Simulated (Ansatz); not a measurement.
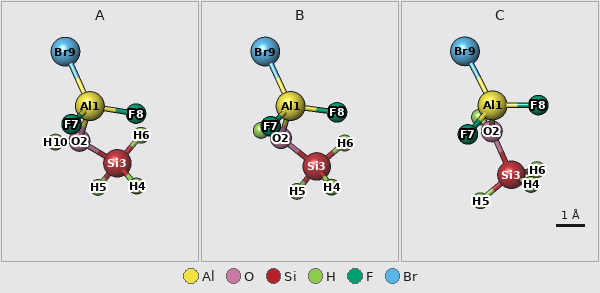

3 geometries from a converged minimum-energy path of AlSiH4OBrF2, shuffled. A ball-and-stick model, seen from a free direction.

The calculation used RKS PBE0-D4/def2-SVP (Ansatz 0.2.0). Settings: 7 movable images; climbing image; force threshold 0.05 eV/Å; iteration limit 60; starting path through a guess of the saddle point.

**One of them is the converged climbing image. Which?**

C. In order along the path, whose images run from 0 to 8: C (image 4, +1.68 kcal/mol), B (image 7, +0.22 kcal/mol), A (image 8, 0.00 kcal/mol). No bond forms or breaks between the ends. Among the angles between lasting bonds that change up to the highest image: O2–Al1–F7 89.3° → 101.2°, Al1–O2–H10 121.8° → 112.7°.

The run took 4 min on 4 threads of Arm Neoverse V2 (shared host), peak memory 0.37 GiB.
